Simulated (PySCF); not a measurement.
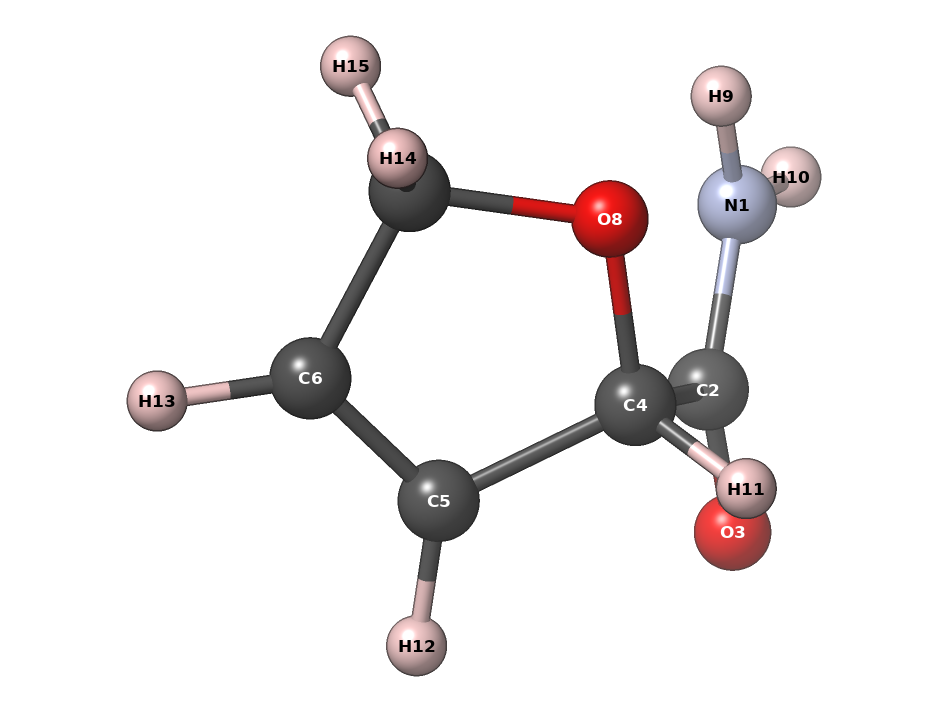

C2 lies behind C4. The molecule seen a little off the C4–C2 bond, C4 in front. Distant atoms are faded towards the background colour. The geometry was computed by an optimisation with GFN2-xTB. No frequency run is at hand to confirm it as a minimum.

**What is the torsion angle O8–C4–C2–O3? The sign is positive where the front bond must turn clockwise to cover the back bond.**

−178°, antiperiplanar (anti).
